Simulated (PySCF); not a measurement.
# OF2 (oxygen difluoride) at TPSS/cc-pVTZ

Aim: the vertical ionisation energy of OF2 (oxygen difluoride) at TPSS/cc-pVTZ, from 2 runs. The job is set up through a Python script.

The results are computed with PySCF 2.14.0.

1 further run of the same task is left out (set aside as unsound or not needed).

## Step 1: The structure to begin with

OF2: 3 atoms, total charge 0, spin state singlet. SMILES: `FOF`. Geometry: relaxed at GFN2-xTB.

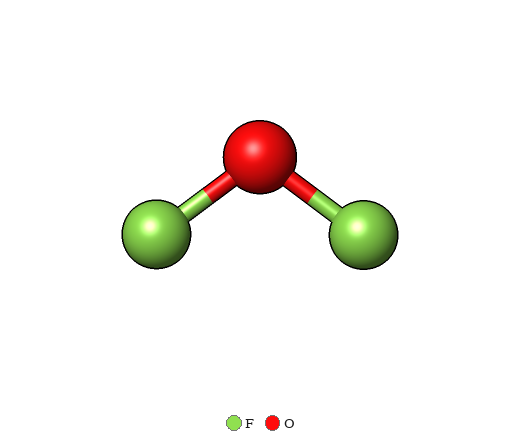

The structure, seen from a chosen angle (fluorine green, oxygen red).

## Step 2: A single-point energy at TPSS/cc-pVTZ

job.py reads:

```python
from pyscf import gto, dft

mol = gto.Mole()
mol.atom = [
    ('F', (0.956190, -0.330530, 0.490900)),
    ('O', (0.000730, 0.544900, 0.060070)),
    ('F', (-0.956920, -0.214370, -0.550970)),
]
mol.max_memory = 1860
mol.basis = 'cc-pvtz'
mol.spin = 0
mol.charge = 0
mol.verbose = 3
mol.build()

mf = dft.RKS(mol, xc='tpss')
mf.grids.level = 5
mf.conv_tol = 1e-10
mf.kernel()
if not mf.converged:
    mf = mf.newton().run(mf.mo_coeff, mf.mo_occ)

etot = mf.e_tot
print(f'total energy: {etot:.8f} hartree')
```

Launch:

```console
$ OMP_NUM_THREADS=1 python job.py
```

Log:

```text
converged SCF energy = -274.801477997031
total energy: -274.80147800 hartree
```

Run time: 17 s. Hardware: 1 thread of Arm Neoverse V2, shared host; peak memory 0.46 GiB.

## Step 3: The doublet cation, same level

mol.xyz reads:

```xyz
3

F      0.956190    -0.330530     0.490900
O      0.000730     0.544900     0.060070
F     -0.956920    -0.214370    -0.550970
```

run.py reads:

```python
from pyscf import gto, dft

system = gto.M(
    atom='mol.xyz',
    verbose=3,
    max_memory=1860,
    charge=1,
    spin=1,
    basis='cc-pvtz',
)

mf = dft.UKS(system, xc='tpss')
mf.conv_tol = 1e-10
mf.grids.level = 5
mf.kernel()
if not mf.converged:
    mf = mf.newton().run(mf.mo_coeff, mf.mo_occ)

e_final = mf.e_tot
print(f'total energy: {e_final:.8f} hartree')
```

Launch:

```console
$ OMP_NUM_THREADS=1 python run.py
```

Log:

```text
WARN: HOMO -0.285521516075983 >= LUMO -0.285521516075978

converged SCF energy = -274.345723593492  <S^2> = 0.75204401  2S+1 = 2.002043
total energy: -274.34572359 hartree
```

Run time: 38 s. Hardware: 1 thread of Arm Neoverse V2, shared host; peak memory 0.49 GiB.

## Step 4: What came out

At TPSS/cc-pVTZ:

```
                                          quantity          value
                         singlet OF2: total energy  -274.80148 Eh
                        singlet OF2: dipole moment         0.19 D
                          singlet OF2: HOMO energy       -7.35 eV
                          singlet OF2: LUMO energy       -2.99 eV
                        singlet OF2: HOMO–LUMO gap        4.36 eV
                      doublet cation: total energy  -274.34572 Eh
doublet cation: HOMO energy (highest over α and β)      -19.48 eV
 doublet cation: LUMO energy (lowest over α and β)      -17.45 eV
                              doublet cation: ⟨S²⟩          0.752
vertical ionisation energy (to the doublet cation)      12.402 eV
```

In words: The vertical ionisation energy comes to 12.40 eV (286 kcal/mol). −ε(HOMO) before ionisation, 7.35 eV, is 5.05 eV below this ionisation energy. Mulliken charges (singlet OF2) run from -0.06 on F3 to +0.12 on O2.
